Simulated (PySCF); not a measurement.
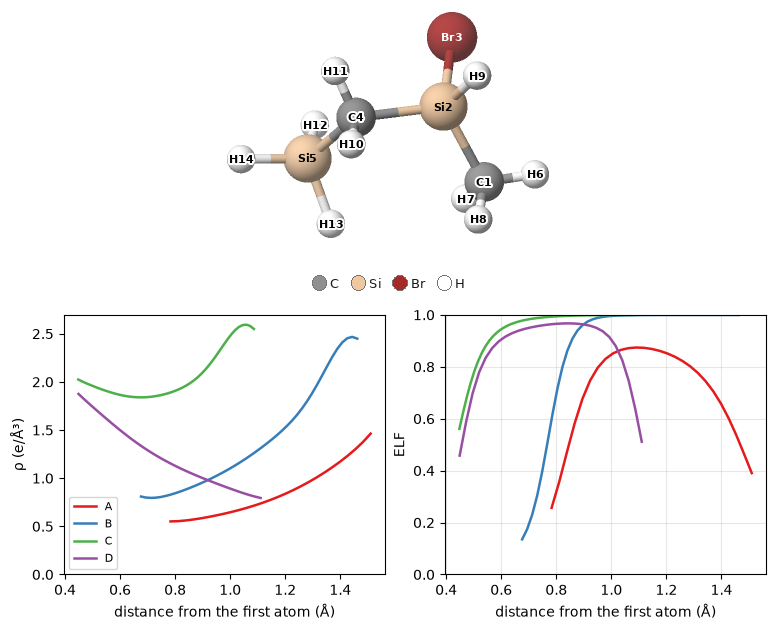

C$_{2}$H$_{9}$BrSi$_{2}$. Total electron density and ELF along straight lines between neighbouring atoms. The curves leave out the atomic cores. The structure is drawn too.

Geometry: GFN2-xTB.

All numbers below come from B3LYP/def2-SVPD, SCF density, gas phase (PySCF 2.14.0).

Input

```
{"job": {"kind": "uv", "xc": "B3LYP", "basis": "def2-SVPD", "nstates": 8, "ntriplets": 3}, "charge": 0, "multiplicity": 1}
C     -1.740341     0.985701     0.152609
Si    -1.029600    -0.685395     0.676664
Br    -1.279739    -2.071807    -1.061068
C      0.814891    -0.620668     1.091898
Si     1.944559     0.201244    -0.208748
H     -2.812255     0.920016    -0.014497
H     -1.284523     1.334940    -0.770502
H     -1.569764     1.740921     0.913848
H     -1.821472    -1.313192     1.735104
H      0.935698    -0.096763     2.040430
H      1.167431    -1.638700     1.263588
H      1.772682    -0.456893    -1.502096
H      1.572325     1.616483    -0.308281
H      3.329429     0.083641     0.248911
```

Run with:

```sh
OMP_NUM_THREADS=1 python probes_run.py task.json out
```

Which curve belongs to which contact (C–H, C–Si, Si–Br and Si–H)? The first atom named is at distance zero.

Answer. Curve A: Si–Br (2.24 Å): ρ at the midpoint is about 0.75 e/Å³; the ELF peaks at about 0.85 between the atoms (a polar covalent bond). Curve B: Si–H (1.46 Å): ρ at the midpoint is about 0.8 e/Å³; the ELF climbs to about 1 towards the hydrogen, as it does in any bond to H. Curve C: C–H (1.09 Å): ρ at the midpoint is about 1.9 e/Å³; the ELF climbs to about 1 towards the hydrogen; a covalent bond by its length. Curve D: C–Si (1.89 Å): the density is about 0.95 e/Å³ at the midpoint; the ELF peaks at about 0.95 between the atoms: a shared electron pair.
